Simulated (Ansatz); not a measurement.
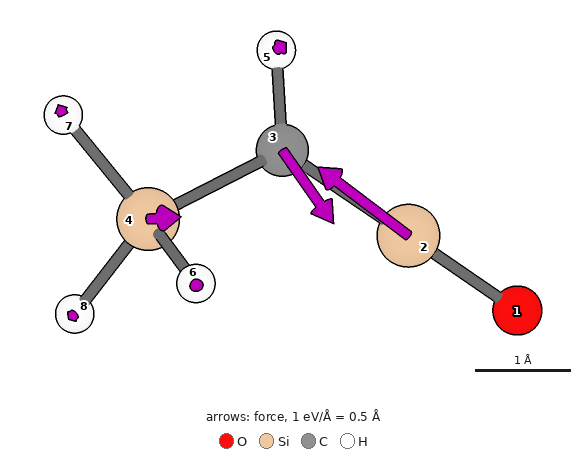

Starting geometry of CH$_{4}$OSi$_{2}$ with the computed forces as purple arrows. A ball-and-stick model, seen at a tilt.

The run prepares an end point of a later path (hydrogen shift) calculation, from a guessed geometry.

All numbers below come from RKS BHLYP-D4/def2-SVP in Ansatz 0.2.0. Set-up: no spin polarisation; force threshold 0.02 eV/Å; at most 50 steps.

### What follows when this structure is relaxed?

It isn't relaxed: the largest force vector, on Si2, is 2.61 eV/Å. The final displacements have little in common with the starting forces (cosine between the two patterns 0.06). H5 moves most after the best rigid fit: 0.83 Å. Largest moves by element: H 0.83 Å, O 0.71 Å, C 0.35 Å, Si 0.24 Å. Among the contacts that change: Si2–C3 1.752 → 1.676 Å, C3–Si4 1.879 → 1.844 Å, Si4–H7 1.466 → 1.483 Å, Si4–H6 1.472 → 1.485 Å. Among the angles between lasting bonds that change: Si4–C3–H5 116.9° → 121.4°, Si2–C3–Si4 126.0° → 122.1°, C3–Si4–H7 108.3° → 112.0°. Groups turn about C3–Si4 by about 55°. Over 13 geometry steps the energy falls by 18.8 kJ/mol. Largest force component: 2.3 eV/Å at the start, 0.015 eV/Å at the end. Cost: 41 s on 2 threads of Arm Neoverse N1, with other jobs on the host, peak memory 0.16 GiB.
